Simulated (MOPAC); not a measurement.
**Property calculation of SiPH$_{5}$Br (charge +1)**

The run: property calculation of SiPH$_{5}$Br, charge +1. Method and program: PM7, closed shell, dispersion built in (MOPAC 23.2.5).

The geometry was optimised with PM7.

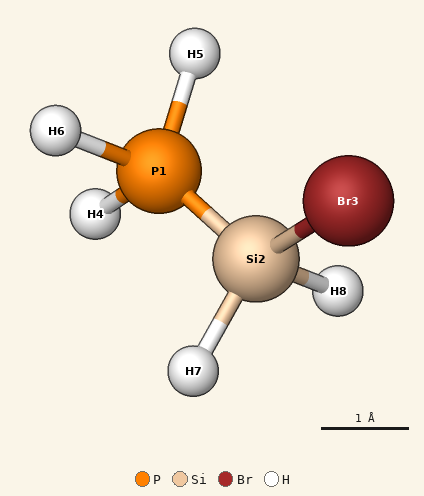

Fig. 1: The structure (ball-and-stick view, seen at a tilt; atoms are numbered from 1 in the order of the input). Bond lengths as drawn: Br–Si 2.17 Å, H–P 1.52 to 1.53 Å, H–Si 1.52 Å and P–Si 1.66 Å.

### Input (brh5psi.mop)
```
PRTINT CHARGE=1 1SCF LOCALIZE MULLIK PM7 AUX(PRECISION=6) THREADS=1
BrH5PSi
[PH3+][SiH2]Br
P 0.000000 1 0.000000 1 0.000000 1
Si 1.664233 1 0.000000 1 0.000000 1
Br 2.697840 1 1.903881 1 0.000000 1
H -0.702903 1 -1.353964 1 -0.000996 1
H -0.769936 1 0.650628 1 -1.137301 1
H -0.770337 1 0.649309 1 1.137723 1
H 2.075291 1 -0.854973 1 1.181770 1
H 2.074597 1 -0.853481 1 -1.183113 1
```

Command:
```bash
mopac brh5psi.mop
```

### The program's output
```
MOPAC v23.2.5
PM7 CALCULATION RESULTS

 *  PM7        - The PM7 Hamiltonian to be used
 *
 *
 *
 *                 CHARGE ON SYSTEM = +1
 *
 *
 *
 *  1SCF       - DO 1 SCF AND THEN STOP
 *  THREADS=1  - MULTI-THREADING NOT USED
 *  PRTINT     - INTERATOMIC DISTANCES TO BE PRINTED
 *  AUX        - OUTPUT AUXILIARY INFORMATION
 *  LOCALIZE   - LOCALIZED ORBITALS TO BE PRINTED
 *  MULLIK     - THE MULLIKEN ANALYSIS TO BE PERFORMED
PRTINT CHARGE=1 1SCF LOCALIZE MULLIK PM7 AUX(PRECISION=6) THREADS=1
 BrH5PSi
 [PH3+][SiH2]Br
   ATOM   CHEMICAL          X               Y               Z
  NUMBER   SYMBOL      (ANGSTROMS)     (ANGSTROMS)     (ANGSTROMS)

     1       P          0.00000000  *   0.00000000  *   0.00000000  *
     2      Si          1.66423300  *   0.00000000  *   0.00000000  *
     3      Br          2.69784000  *   1.90388100  *   0.00000000  *
     4       H         -0.70290300  *  -1.35396400  *  -0.00099600  *
     5       H         -0.76993600  *   0.65062800  *  -1.13730100  *
     6       H         -0.77033700  *   0.64930900  *   1.13772300  *
     7       H          2.07529100  *  -0.85497300  *   1.18177000  *
     8       H          2.07459700  *  -0.85348100  *  -1.18311300  *

          CARTESIAN COORDINATES

    NO.       ATOM           X           Y           Z

     1         P          0.0000      0.0000      0.0000
     2        Si          1.6642      0.0000      0.0000
     3        Br          2.6978      1.9039      0.0000
     4         H         -0.7029     -1.3540     -0.0010
     5         H         -0.7699      0.6506     -1.1373
     6         H         -0.7703      0.6493      1.1377
     7         H          2.0753     -0.8550      1.1818
     8         H          2.0746     -0.8535     -1.1831

           Empirical Formula: H5 P Si Br  =     8 atoms

      MOLECULAR POINT GROUP   :   Cs

      RHF CALCULATION, NO. OF DOUBLY OCCUPIED LEVELS = 10

            INTERATOMIC DISTANCES

                  P  1      Si  2      Br  3       H  4       H  5       H  6
 ------------------------------------------------------------------------------
     P    1   0.000000
    Si    2   1.664233   0.000000
    Br    3   3.301985   2.166358   0.000000
     H    4   1.525547   2.727004   4.709417   0.000000
     H    5   1.519728   2.764408   3.858700   2.305227   0.000000
     H    6   1.519682   2.764624   3.859613   2.305283   2.275024   0.000000
     H    7   2.536610   1.515430   3.065195   3.060439   3.967397   3.219069
     H    8   2.536166   1.515449   3.064512   3.059802   3.218045   3.967154

                  H  7       H  8
 ------------------------------
     H    7   0.000000
     H    8   2.364884   0.000000

 -------------------------------------------------------------------------------
 PRTINT CHARGE=1 1SCF LOCALIZE MULLIK PM7 AUX(PRECISION=6) THREADS=1
 BrH5PSi
 [PH3+][SiH2]Br

     1SCF WAS SPECIFIED, SO BFGS WAS NOT USED
     SCF FIELD WAS ACHIEVED

                              PM7 CALCULATION

          FINAL HEAT OF FORMATION =         88.52506 KCAL/MOL =     370.38885 KJ/MOL

          COSMO AREA              =        123.25 SQUARE ANGSTROMS
          COSMO VOLUME            =        112.96 CUBIC ANGSTROMS

          IONIZATION POTENTIAL    =         14.770762 EV
          HOMO LUMO ENERGIES (EV) =        -14.771 -5.587
          NO. OF FILLED LEVELS    =         10
          MOLECULAR WEIGHT        =        144.0028         POINT GROUP:  Cs

          MOLECULAR DIMENSIONS (Angstroms)

            Atom       Atom       Distance
            H     4   Br     3     4.70942
            H     5    H     7     3.83575
            H     6    H     8     3.69469

          SCF CALCULATIONS        =          1

          WALL-CLOCK TIME         =      0.016 SECONDS
          COMPUTATION TIME        =      0.016 SECONDS

   ATOM   CHEMICAL          X               Y               Z
  NUMBER   SYMBOL      (ANGSTROMS)     (ANGSTROMS)     (ANGSTROMS)

     1       P          0.00000000  *   0.00000000  *   0.00000000  *
     2      Si          1.66423300  *   0.00000000  *   0.00000000  *
     3      Br          2.69784000  *   1.90388100  *   0.00000000  *
     4       H         -0.70290300  *  -1.35396400  *  -0.00099600  *
     5       H         -0.76993600  *   0.65062800  *  -1.13730100  *
     6       H         -0.77033700  *   0.64930900  *   1.13772300  *
     7       H          2.07529100  *  -0.85497300  *   1.18177000  *
     8       H          2.07459700  *  -0.85348100  *  -1.18311300  *

                             CARTESIAN COORDINATES

   1    P        0.000000000     0.000000000     0.000000000
   2   Si        1.664233000     0.000000000     0.000000000
   3   Br        2.697840000     1.903881000     0.000000000
   4    H       -0.702903000    -1.353964000    -0.000996000
   5    H       -0.769936000     0.650628000    -1.137301000
   6    H       -0.770337000     0.649309000     1.137723000
   7    H        2.075291000    -0.854973000     1.181770000
   8    H        2.074597000    -0.853481000    -1.183113000

            INTERATOMIC DISTANCES

                  P  1      Si  2      Br  3       H  4       H  5       H  6
 ------------------------------------------------------------------------------
     P    1   0.000000
    Si    2   1.664233   0.000000
    Br    3   3.301985   2.166358   0.000000
     H    4   1.525547   2.727004   4.709417   0.000000
     H    5   1.519728   2.764408   3.858700   2.305227   0.000000
     H    6   1.519682   2.764624   3.859613   2.305283   2.275024   0.000000
     H    7   2.536610   1.515430   3.065195   3.060439   3.967397   3.219069
     H    8   2.536166   1.515449   3.064512   3.059802   3.218045   3.967154

                  H  7       H  8
 ------------------------------
     H    7   0.000000
     H    8   2.364884   0.000000

           Empirical Formula: H5 P Si Br  =     8 atoms

      MOLECULAR POINT GROUP   :   Cs

                  EIGENVALUES
 -57.39524 -30.65007 -23.85484 -21.66725 -21.40876 -18.51411 -18.37394 -17.07086
 -14.87169 -14.77076  -5.58675  -4.11112  -2.78742  -2.63282  -2.62960  -0.83464
   3.82365  13.98373  14.26688  15.14597  15.68995  17.75787  88.60336  88.64081
  88.81837  89.59927  89.72193 246.03824 246.25389 246.25609 246.71865 246.71900

              NET ATOMIC CHARGES AND DIPOLE CONTRIBUTIONS

  ATOM NO.   TYPE          CHARGE      No. of ELECS.   s-Pop       p-Pop       d-Pop
    1          P           0.019016        4.9810     1.53290     3.35766     0.09042
    2         Si          -0.158095        4.1581     0.72416     3.14862     0.28531
    3         Br           0.136055        6.8639     1.89435     4.96642     0.00318
    4          H           0.210345        0.7897     0.78965
    5          H           0.188502        0.8115     0.81150
    6          H           0.188471        0.8115     0.81153
    7          H           0.207833        0.7922     0.79217
    8          H           0.207873        0.7921     0.79213
 DIPOLE           X         Y         Z       TOTAL
 POINT-CHG.    -6.276    -5.667    -0.002     8.456
 HYBRID        -0.178     0.426     0.001     0.462
 SUM           -6.454    -5.242    -0.001     8.314

          ATOMIC ORBITAL ELECTRON POPULATIONS

     Atom    s        px        py        pz      x^2-y^2     xz        z^2       yz        xy
    1  P   1.53290   1.12210   1.11444   1.12112   0.00963   0.03376   0.00787   0.00925   0.02991
    2 Si   0.72416   0.85822   1.08632   1.20409   0.07993   0.04083   0.03736   0.05398   0.07322
    3 Br   1.89435   1.69970   1.32544   1.94128   0.00083   0.00021   0.00044   0.00056   0.00115
    4  H   0.78965
    5  H   0.81150
    6  H   0.81153
    7  H   0.79217
    8  H   0.79213

          NUMBER OF ITERATIONS =   8
          LOCALIZATION VALUE =   6.269996622

 NUMBER OF CENTERS  LMO ENERGY     COMPOSITION OF ORBITALS
                                   (AS PERCENT OF THE LMO)

  1    1.8085        -43.75379   P  1 67.03   SI 2 32.20
  2    1.0501        -27.16613   BR 3 97.56   SI 2  2.20
  3    2.0543        -25.54960   P  1 58.93   H  4 37.21   SI 2  3.27
  4    2.0495        -25.21573   P  1 58.30   H  6 38.37   SI 2  2.91
  5    2.0495        -25.21518   P  1 58.30   H  5 38.37   SI 2  2.91
  6    2.1180        -21.03293   BR 3 51.28   SI 2 45.70   P  1  1.29   H  4  1.25
  7    2.1091        -20.26013   SI 2 57.17   H  8 38.26   P  1  2.42   H  6  1.79
  8    2.1089        -20.25874   SI 2 57.17   H  7 38.26   P  1  2.41   H  5  1.79
  9    1.0651        -15.08932   BR 3 96.87   SI 2  2.17
 10    1.0607        -15.03598   BR 3 97.07   SI 2  2.19

                     LOCALIZED ORBITALS

    ROOT NO.    1           2           3           4           5           6

           -43.75379   -27.16613   -25.54960   -25.21573   -25.21518   -21.03293

  S  P   1   0.66707    -0.00381    -0.33079     0.32512     0.32508     0.01060
 PX  P   1   0.47351    -0.00925     0.31807    -0.34199    -0.34180    -0.02018
 PY  P   1   0.02237    -0.01009     0.61234     0.29068     0.29129    -0.07097
 PZ  P   1   0.00010     0.00000     0.00043     0.52145    -0.52125    -0.00003
 X2  P   1   0.02043     0.00030     0.03744     0.00202     0.00196    -0.02141
 XZ  P   1   0.00001    -0.00000    -0.00003    -0.03659     0.03654    -0.00002
 Z2  P   1  -0.01129    -0.00906     0.03250     0.02484     0.02479     0.03312
 YZ  P   1  -0.00000    -0.00001    -0.00007     0.03915    -0.03922    -0.00002
 XY  P   1   0.00389    -0.00096    -0.03553    -0.02036    -0.02038    -0.07611

  S Si   2   0.33185     0.02713     0.05059    -0.03794    -0.03791    -0.29814
 PX Si   2  -0.44474    -0.01168    -0.05722     0.08835     0.08831    -0.30322
 PY Si   2   0.03856    -0.01907     0.08438     0.02004     0.02012    -0.52137
 PZ Si   2   0.00011    -0.00004     0.00006     0.04411    -0.04416    -0.00017
 X2 Si   2   0.09869    -0.06486    -0.05199     0.06546     0.06543     0.04898
 XZ Si   2  -0.00002    -0.00000    -0.00008    -0.09579     0.09577     0.00000
 Z2 Si   2  -0.05349    -0.07333     0.05959    -0.02720    -0.02724     0.03306
 YZ Si   2  -0.00000    -0.00001    -0.00003     0.02304    -0.02307    -0.00001
 XY Si   2  -0.00566     0.10587    -0.11634    -0.05301    -0.05314    -0.02923

  S Br   3   0.00252     0.95557    -0.00606    -0.00349    -0.00350    -0.18418
 PX Br   3  -0.00228     0.12638     0.01959     0.00761     0.00762     0.35078
 PY Br   3  -0.01703     0.21559     0.02605     0.02190     0.02192     0.59613
 PZ Br   3  -0.00000    -0.00004    -0.00000    -0.00242     0.00242    -0.00007
 X2 Br   3   0.00388     0.00143     0.00359     0.00225     0.00226     0.00838
 XZ Br   3  -0.00000     0.00000    -0.00000    -0.00373     0.00373     0.00000
 Z2 Br   3  -0.00871     0.00179    -0.00189    -0.00153    -0.00154     0.01107
 YZ Br   3  -0.00000     0.00000    -0.00000    -0.00094     0.00094     0.00000
 XY Br   3   0.01564    -0.00287     0.00489    -0.00018    -0.00017    -0.01641

  S  H   4  -0.02828    -0.03158    -0.61002    -0.03527    -0.03526    -0.11187

  S  H   5  -0.03045     0.01303     0.03263    -0.03260     0.61943     0.01489

  S  H   6  -0.03047     0.01301     0.03264     0.61944    -0.03260     0.01485

  S  H   7   0.04701    -0.01955     0.03604    -0.03407     0.01227    -0.04655

  S  H   8   0.04703    -0.01957     0.03605     0.01223    -0.03408    -0.04654

    ROOT NO.    7           8           9          10

           -20.26013   -20.25874   -15.08932   -15.03598

  S  P   1  -0.00875    -0.00877     0.01967    -0.00002
 PX  P   1   0.02280     0.02278     0.01868    -0.00002
 PY  P   1  -0.05585    -0.05592    -0.03208     0.00004
 PZ  P   1  -0.09155     0.09143    -0.00001    -0.01432
 X2  P   1   0.03474     0.03471     0.01095    -0.00000
 XZ  P   1  -0.08393     0.08382     0.00001     0.01160
 Z2  P   1  -0.00709    -0.00715     0.01541    -0.00000
 YZ  P   1   0.02353    -0.02354     0.00001     0.02109
 XY  P   1  -0.05664    -0.05672    -0.02510     0.00001

  S Si   2   0.27999     0.28008    -0.00752     0.00001
 PX Si   2   0.23958     0.23985     0.07378    -0.00005
 PY Si   2  -0.36111    -0.36169    -0.01857    -0.00002
 PZ Si   2  -0.54465     0.54412     0.00007     0.07378
 X2 Si   2  -0.02976    -0.02984     0.10283    -0.00006
 XZ Si   2  -0.00641     0.00647     0.00002     0.04453
 Z2 Si   2   0.04628     0.04607    -0.00717     0.00004
 YZ Si   2   0.07578    -0.07583     0.00009     0.12015
 XY Si   2  -0.00888    -0.00893     0.07201    -0.00005

  S Br   3   0.00550     0.00550    -0.00122     0.00002
 PX Br   3  -0.00861    -0.00861     0.84274    -0.00050
 PY Br   3  -0.01643    -0.01643    -0.50830     0.00043
 PZ Br   3  -0.00389     0.00389     0.00065     0.98519
 X2 Br   3  -0.01033    -0.01033    -0.00947     0.00001
 XZ Br   3   0.00457    -0.00456    -0.00000    -0.00576
 Z2 Br   3  -0.00204    -0.00204     0.00019     0.00000
 YZ Br   3   0.01003    -0.01001    -0.00001    -0.00871
 XY Br   3   0.00053     0.00052    -0.00531     0.00000

  S  H   4  -0.03148    -0.03143    -0.06265     0.00005

  S  H   5  -0.02546     0.13380     0.00098    -0.00768

  S  H   6   0.13385    -0.02540     0.00094     0.00769

  S  H   7   0.03702     0.61854    -0.03860    -0.05710

  S  H   8   0.61852     0.03702    -0.03844     0.05718

          BONDING CONTRIBUTION OF EACH M.O.

  1.6977  0.1843  1.9516  1.9472  1.9472  2.0466  2.0018  2.0017  0.2211  0.2100
 -1.8547 -1.6963 -1.7886 -1.9344 -1.8837 -1.8190 -1.5591 -0.1122 -0.2257 -0.2014
 -0.3456 -0.4857 -0.0139 -0.0281 -0.0152 -0.1135 -0.1248 -0.0036 -0.0016 -0.0021
 -0.0001 -0.0001

           MULLIKEN POPULATION ANALYSIS

        MULLIKEN POPULATIONS AND CHARGES

      NO.  ATOM   POPULATION      CHARGE
        1    P     5.206656     -0.206656
        2   Si     3.236390      0.763610
        3   Br     7.040038     -0.040038
        4    H     0.903537      0.096463
        5    H     0.939316      0.060684
        6    H     0.939370      0.060630
        7    H     0.867388      0.132612
        8    H     0.867304      0.132696

 *                    *
 * JOB ENDED NORMALLY *
 *                    *

 TOTAL JOB TIME:             0.03 SECONDS

 == MOPAC DONE ==
```

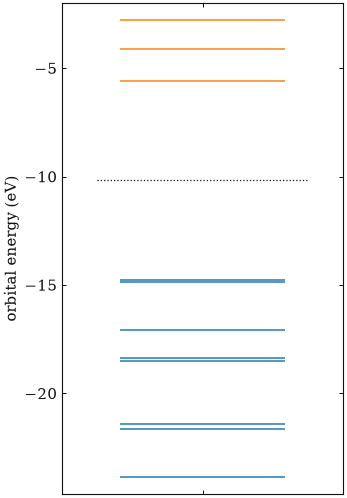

Fig. 2: Orbital energies near the frontier; the dotted line parts filled from empty levels, and levels within 0.02 eV of each other stand side by side. Highest filled −14.77 eV, lowest empty −5.59 eV, 9.18 eV apart.

### Key numbers

| quantity | value |
| --- | --- |
| outcome | converged |
| heat of formation | 88.53 kcal/mol |
| basis functions | 32 |
| HOMO | −14.77 eV |
| LUMO | −5.59 eV |
| hardware | 1 thread of Arm Neoverse N1, 98 GiB of memory available, shared host |
| peak memory | 0.07 GiB |

### Notes

MOPAC's energies along a path are heats of formation.
